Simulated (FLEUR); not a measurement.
# Convergence study of the k-point mesh at a smearing width of 0.02 eV for Ba (Im-3m, 1 atom in the cell)

```xyz
1
Lattice="-2.4975 2.4975 2.4975 2.4975 -2.4975 2.4975 2.4975 2.4975 -2.4975" Properties=species:S:1:pos:R:3 pbc="T T T"
Ba     0.0000     0.0000     0.0000
```

Method: PBE, all-electron FLAPW (FLEUR), scalar-relativistic valence.

Base settings: Kmax = 3.8 1/bohr; GmaxXC = 11.4 1/bohr; xcFunctional = pbe; jspins = 1; l_soc = F; mode = hist; fermiSmearingEnergy = 0.00367493 Htr; mesh (inpgen div1-3) = 4 4 4; inpgen gamma flag = true; Gmax = 11.4 1/bohr.

In this ladder: fermiSmearingEnergy = 0.00073499 Htr. Moved along: kpt_gamma.

Only quantities that move along the ladder and can be compared are tabulated.

Core times come from one kind of shared machine, to one figure; runs under 30 s give none.

The starting cell has typed, rounded lattice constants, without a prior relaxation at this level. Its lattice was rescaled by up to half a per cent. Values depend on the basis (sphere radii, cutoffs, local orbitals), which need not be converged.

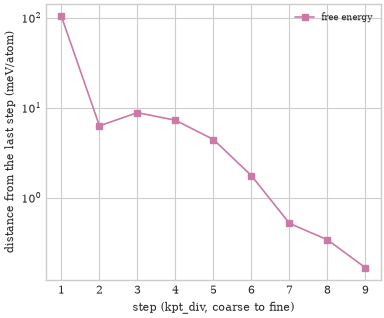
Distance from the last step along the ladder; very small values are drawn at a floor.

```tsv
kpt_div	free energy less the last step's (meV/atom)	core time / last (rough)
3 3 3	103.38	–
5 5 5	-6.30	–
6 6 6	8.83	–
7 7 7	7.26	–
8 8 8	-4.44	–
10 10 10	1.76	0.2
12 12 12	0.52	0.2
15 15 15	-0.34	0.4
18 18 18	-0.17	0.6
22 22 22	0.00	1
```

Coarsest kpt_div that holds the free energy within 5 meV/atom of the last step, with all finer ones: 8 8 8; the step before is off by 7.3 meV/atom.

Left out of this page: 1 run of the series failed or unconverged.
